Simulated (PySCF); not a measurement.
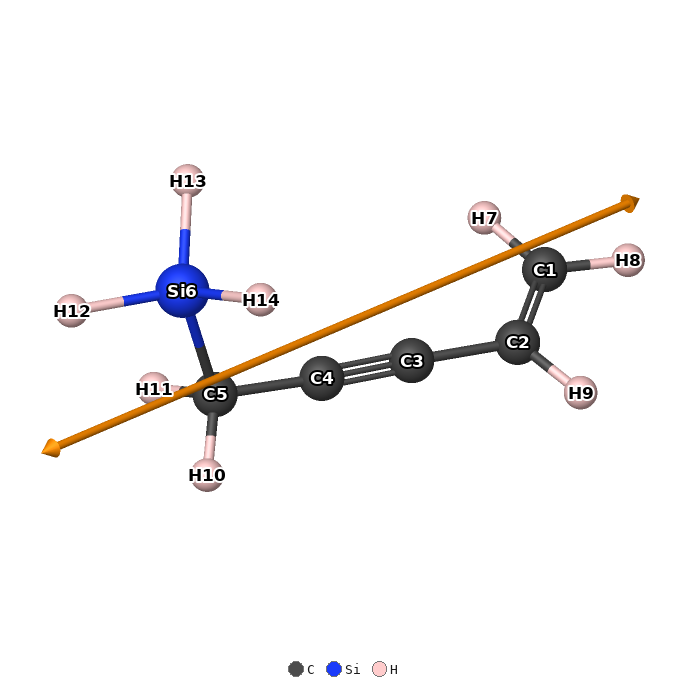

The double arrow shows the direction of the transition dipole to excited singlet state 9 (its length means nothing). The geometry was computed by an optimisation with PBE0-D3(BJ)/def2-SVP. No frequency run is at hand to confirm it as a minimum. Level of theory: TDDFT PBE0/def2-TZVP, vertical, gas phase, core orbitals frozen in the response (PySCF 2.14.0).

How is the transition polarised?

Close to the long direction C1···Si6.

Give its energy, strength and character.

7.42 eV (167 nm), oscillator strength 0.49, of mixed character, with the largest part HOMO−2 → LUMO (weight 0.45); transition dipole 4.18 D.
